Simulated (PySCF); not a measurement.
System: C₄H₆FO₃S (charge −1).

```xyz
15

O     2.2630   -1.5341   -1.3637
S     2.2510   -0.1716   -0.7715
O     3.0300   -0.1801    0.4907
C     0.4621   -0.3864    0.1053
F     0.5825   -1.3924    1.0452
C    -0.0435    0.8954    0.7642
C    -1.5278    0.9064    0.3944
O    -1.6121    0.2829   -0.8697
C    -0.6293   -0.7479   -0.8998
H     0.4726    1.7511    0.3257
H     0.1317    0.8829    1.8377
H    -2.1108    0.3352    1.1355
H    -1.9566    1.9074    0.2969
H    -1.0772   -1.7146   -0.6295
H    -0.2368   -0.8137   -1.9163
```

Geometry: GFN2-xTB, coordinate held.

The calculation used CAM-B3LYP/pcSseg-1, SCF density, gas phase, non-relativistic (PySCF 2.14.0).

What can the converged electron density and electron localisation function tell about the bonding?

Answer. C–O (1.42 Å): ρ at the midpoint is about 2 e/Å³, with its minimum of 1.7 e/Å³ about 0.5 Å from C; the ELF peaks at about 0.90 between the atoms: a polar covalent bond.
C–C (1.53 Å): ρ at the midpoint is about 1.7 e/Å³; the ELF peaks at about 0.95 between the atoms, as expected for a shared electron pair.

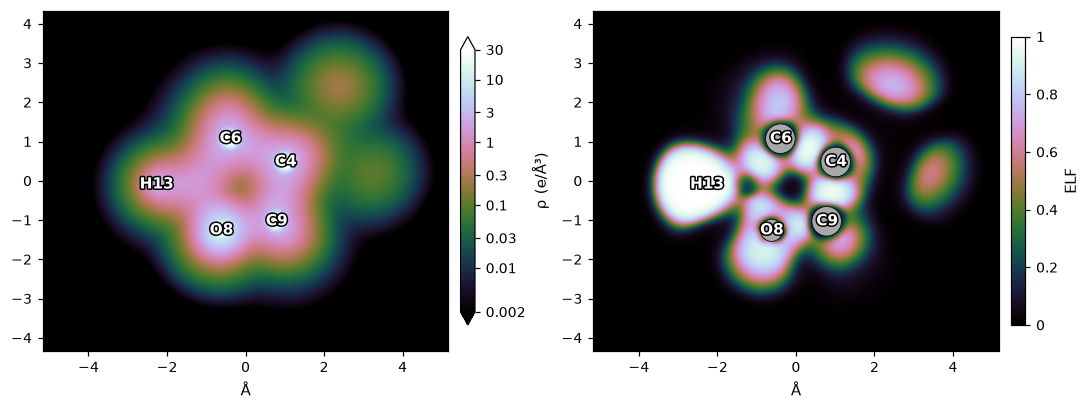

Computed electron density and electron localisation function on the plane of atoms C6, C4 and C9, in this order. Grey discs cover the atomic cores in the ELF map. 
